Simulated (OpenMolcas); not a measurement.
# C2H5AlO (SMILES [CH3][Al]1[CH2][O]1): levels of theory compared

We compute a comparison of 6 runs (HF/STO-3G, BHLYP/6-31G*, BLYP/6-31G*, M06-2X/6-31G*, M06-L/6-31G*, B3LYP/6-31G*) of C2H5AlO. 

The calculation is run with OpenMolcas 26.06.

1 further run of the same task is left out (set aside as unsound or not needed).

## 1. Starting point

C2H5AlO: 9 atoms, total charge 0, spin state singlet. SMILES: `[CH3][Al]1[CH2][O]1`. The coordinates come from a PBE0-D4/def2-TZVP relaxation.

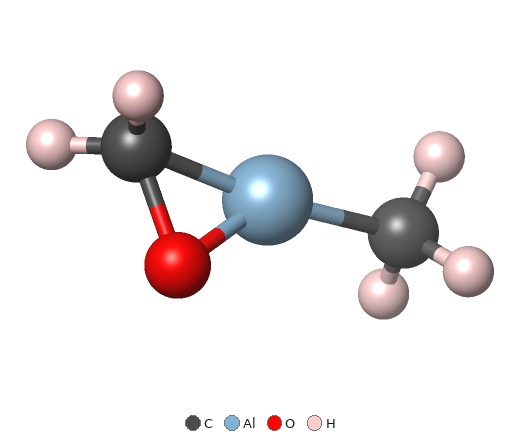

Viewed from a chosen angle; carbon dark grey, aluminium light blue, oxygen red, hydrogen pink.

## 2. Energy and gradient at HF/STO-3G (run 1)

run.inp

```
* C2H5AlO Hartree-Fock
>>> EXPORT MOLCAS_PRINT=2
&GATEWAY
BASLIB=$CurrDir
BASISSET
C.STO-3G....
C1 -0.670900 1.320200 -1.081500 angstrom
C3 0.678700 -1.280200 1.349300 angstrom
End of Basis
BASISSET
Al.STO-3G....
Al2 0.051300 -0.076700 0.044200 angstrom
End of Basis
BASISSET
O.STO-3G....
O4 0.789300 -1.609500 -0.097900 angstrom
End of Basis
BASISSET
H.STO-3G....
H5 0.039700 1.575000 -1.872100 angstrom
H6 -0.900200 2.226000 -0.517500 angstrom
H7 -1.591200 0.976800 -1.562100 angstrom
H8 0.038500 -1.980500 1.887700 angstrom
H9 1.653200 -1.197400 1.832800 angstrom
End of Basis
&SEWARD
&SCF
THRESHOLDS=1e-10 1e-07 1e-07 1e-05
PRORBITALS=1 1
&ALASKA
```

The basis set STO-3G is read from a file made from the Basis Set Exchange's data (not shown).

Command:

```
$ export MOLCAS_MEM=1860
$ pymolcas run.inp > run.log
```

Output:

```text
--- Start Module: gateway ---
[...]
--- Stop Module: gateway /rc=_RC_ALL_IS_WELL_ ---
[...]
      Basis functions           29
[...]
--- Start Module: scf ---
[...]
       Convergence after  14 Iterations
[...]
::    Total SCF energy                               -390.5474165760
[...]
      Total spin, S                                     0.0000000000
[...]
      Total electronic charge=   38.000000
      Total            charge=   -0.000000
[...]
      Dipole Moment (debye):
      Origin of the operator (angstrom)=    0.1852   -0.3572    0.0362
                   X= -1.5584E+00               Y=  3.1950E+00               Z= -3.3572E-01           Total=  3.5706E+00
      Quadrupole Moment (debye*angstrom):
[...]
--- Stop Module: scf /rc=_RC_ALL_IS_WELL_ ---
--- Start Module: alaska ---
[...]
 *              Molecular gradients               *
 **************************************************
  Irreducible representation: a
 ------------------------------------------------------------------------------------------
                              X                       Y                       Z
 ------------------------------------------------------------------------------------------
  C1               -5.23798958331945E-03    1.20315904107535E-02   -1.12066130624111E-02
  C3                1.67591484894978E-02   -3.26990034453809E-02    2.95699959778251E-02
  AL2              -1.90856895918960E-02    3.86526445968016E-02   -1.32733524591131E-02
  O4                1.01364967095279E-02   -2.05575697626514E-02    5.12179495854248E-03
  H5                6.32705044869564E-03    8.18486444629896E-04   -6.53923415568958E-03
  H6               -1.27628485864806E-03    5.54787183242267E-03    5.98622120935155E-03
  H7               -7.37358883405381E-03   -4.00880888006261E-03   -3.76340861552404E-03
  H8               -2.59567770535618E-03   -1.09449865293998E-03   -2.86978126638449E-03
[...]
--- Stop Module: alaska /rc=_RC_ALL_IS_WELL_ ---
[...]
```

Wall time 3 s (1 thread of Intel Xeon Platinum 8259CL at 2.50GHz (Skylake/Cascade Lake), shared host); peak memory 0.37 GiB.

## 3. Energy and gradient at BHLYP/6-31G(d) (spherical functions) (run 2)

calc.inp

```
>>> EXPORT MOLCAS_PRINT=2
&GATEWAY
BASLIB = $CurrDir
BASISSET
C.6-31Gs....
C1 -0.670900 1.320200 -1.081500 angstrom
C3 0.678700 -1.280200 1.349300 angstrom
End of Basis
BASISSET
Al.6-31Gs....
Al2 0.051300 -0.076700 0.044200 angstrom
End of Basis
BASISSET
O.6-31Gs....
O4 0.789300 -1.609500 -0.097900 angstrom
End of Basis
BASISSET
H.6-31Gs....
H5 0.039700 1.575000 -1.872100 angstrom
H6 -0.900200 2.226000 -0.517500 angstrom
H7 -1.591200 0.976800 -1.562100 angstrom
H8 0.038500 -1.980500 1.887700 angstrom
H9 1.653200 -1.197400 1.832800 angstrom
End of Basis
&SEWARD
GRIDINPUT
Grid=UltraFine
End of Grid
&SCF
KSDFT = HYB_GGA_XC_BHANDHLYP
THRESHOLDS = 1e-10 1e-07 1e-07 1e-05
PRORBITALS = 1 1
&ALASKA
```

The basis set 6-31G* is read from a file made from the Basis Set Exchange's data (not shown).

Command:

```
$ export MOLCAS_MEM=1860
$ pymolcas calc.inp > calc.log
```

Output:

```text
--- Start Module: gateway ---
[...]
--- Stop Module: gateway /rc=_RC_ALL_IS_WELL_ ---
[...]
      Basis functions           70
[...]
--- Start Module: scf ---
[...]
       Convergence after  14 Iterations
[...]
::    Total KS-DFT energy                            -396.7366440870
[...]
      Total spin, S                                     0.0000000000
[...]
      Total electronic charge=   38.000000
      Total            charge=   -0.000000
[...]
      Dipole Moment (debye):
      Origin of the operator (angstrom)=    0.1852   -0.3572    0.0362
                   X= -1.4921E+00               Y=  3.0611E+00               Z= -1.1222E-01           Total=  3.4073E+00
      Quadrupole Moment (debye*angstrom):
[...]
--- Stop Module: scf /rc=_RC_ALL_IS_WELL_ ---
[...]
--- Start Module: alaska ---
[...]
 *              Molecular gradients               *
 **************************************************
  Irreducible representation: a
 ------------------------------------------------------------------------------------------
                              X                       Y                       Z
 ------------------------------------------------------------------------------------------
  C1                1.47564626879770E-03   -2.59383637714006E-03    2.22220763481307E-03
  C3               -1.60733483042486E-03    3.08896674184966E-03   -2.64387929282961E-03
  AL2               9.72904890250703E-06   -1.21245264718794E-04    1.24089296912067E-03
  O4                8.76307090704742E-05   -4.88165679398023E-04   -4.52335545615146E-03
  H5                2.76192638949713E-03    2.97135354940581E-04   -2.27127431990404E-03
  H6               -5.70093366296986E-04    2.50709893097190E-03    2.23195544266708E-03
  H7               -2.82728404192634E-03   -1.72832472999951E-03   -1.12105817685637E-03
  H8               -3.38416812993181E-03   -2.27357076144541E-03    2.55447245947105E-03
[...]
--- Stop Module: alaska /rc=_RC_ALL_IS_WELL_ ---
[...]
```

Run time: 33 s. Hardware: 1 thread of Intel Xeon Platinum 8259CL at 2.50GHz (Skylake/Cascade Lake), shared host; peak memory 0.42 GiB.

Runs 3 to 5 aren't shown in full; the table further down has their settings and results.

## 4. Energy and gradient at B3LYP/6-31G(d) (Cartesian functions) (run 6)

job.inp

```
* C2H5AlO Kohn-Sham DFT

&gateway
 baslib=$CurrDir
 coord
 9
 angstrom
 C       -0.670900       1.320200      -1.081500
 Al       0.051300      -0.076700       0.044200
 C        0.678700      -1.280200       1.349300
 O        0.789300      -1.609500      -0.097900
 H        0.039700       1.575000      -1.872100
 H       -0.900200       2.226000      -0.517500
 H       -1.591200       0.976800      -1.562100
 H        0.038500      -1.980500       1.887700
 H        1.653200      -1.197400       1.832800
 basis=6-31Gs
 group=NoSym

&seward
 gridinput
 Grid=UltraFine
 End of Grid

&scf
 ksdft=B3LYP
 thresholds=1e-10 1e-07 1e-07 1e-05
 prorbitals=1

&alaska
```

The basis set 6-31G* is read from a file made from the Basis Set Exchange's data (not shown).

Command:

```
$ export MOLCAS_MEM=1860
$ pymolcas job.inp > job.log
```

Output:

```text
--- Start Module: gateway ---
[...]
--- Stop Module: gateway /rc=_RC_ALL_IS_WELL_ ---
[...]
      Basis functions           74
[...]
--- Start Module: scf ---
[...]
       Convergence after  16 Iterations
[...]
::    Total KS-DFT energy                            -396.8542371653
[...]
      Total spin, S                                     0.0000000000
[...]
      Total electronic charge=   38.000000
      Total            charge=   -0.000000
[...]
      Dipole Moment (debye):
      Origin of the operator (angstrom)=    0.1852   -0.3572    0.0362
                   X= -1.3684E+00               Y=  2.7956E+00               Z= -2.1890E-01           Total=  3.1202E+00
      Quadrupole Moment (debye*angstrom):
[...]
--- Stop Module: scf /rc=_RC_ALL_IS_WELL_ ---
[...]
--- Start Module: alaska ---
[...]
 *              Molecular gradients               *
 **************************************************
  Irreducible representation: a
 ------------------------------------------------------------------------------------------
                              X                       Y                       Z
 ------------------------------------------------------------------------------------------
  C1                5.07838337444610E-04   -8.72334911429462E-04    1.55320695985406E-03
  AL2               4.83598697847842E-03   -1.01115351228387E-02    9.60199441836840E-04
  C3               -1.29994480518980E-03    2.06935712743439E-03   -8.53647278582059E-03
  O4               -4.40804287724106E-03    9.53838788199413E-03    6.21624591285386E-03
  H5               -8.58940703145183E-04   -9.42865744820276E-04    1.71317581984587E-03
  H6                4.36776777366421E-04   -1.73958614524627E-03   -8.59374822769432E-04
  H7                1.77030797726863E-03    1.12376047942120E-04    1.21318473232757E-03
  H8                5.22666198496946E-04    1.48064461430097E-03   -1.16997935041496E-03
[...]
--- Stop Module: alaska /rc=_RC_ALL_IS_WELL_ ---
[...]
```

Wall time 40 s (1 thread of Intel Xeon Platinum 8259CL at 2.50GHz (Skylake/Cascade Lake), shared host); peak memory 0.43 GiB.

## 5. The series

```csv
run,level,integration grid,Cartesian functions,energy (Eh),dipole moment (D),HOMO energy (eV),LUMO energy (eV),wall time
1,HF/STO-3G,–,no,-390.547417,3.57,-5.48,9.00,3 s
2,BHLYP/6-31G* (spherical functions),UltraFine,no,-396.736644,3.41,-7.18,0.40,33 s
3,BLYP/6-31G* (spherical functions),UltraFine,no,-396.768939,2.88,-4.61,-1.07,38 s
4,M06-2X/6-31G* (spherical functions),UltraFine,no,-396.735692,3.30,-7.25,0.20,44 s
5,M06-L/6-31G* (spherical functions),UltraFine,no,-396.800011,3.15,-4.91,-0.71,50 s
6,B3LYP/6-31G* (Cartesian functions),UltraFine,yes,-396.854237,3.12,-5.79,-0.61,40 s
```

## 6. What came out

| quantity | value |
| --- | --- |
| run 6: total energy | -396.85424 Eh |
| run 6: dipole moment | 3.12 D |
| run 6: HOMO energy | -5.79 eV |
| run 6: LUMO energy | -0.61 eV |
| run 6: HOMO–LUMO gap | 5.19 eV |
| run 6: largest force on an atom | 0.628 eV/Å |

In words: The dipole moment (its size) runs from 2.88 D (BLYP/6-31G*) to 3.57 D (HF/STO-3G). The two ends differ in method and basis. The HOMO–LUMO gap runs from 3.55 eV (BLYP/6-31G*) to 14.48 eV (HF/STO-3G). Totals of different functionals can't be ranked against each other. In run 1 the basis is minimal, so the values are rough. All runs together took 3.5 min, the longest 50 s.
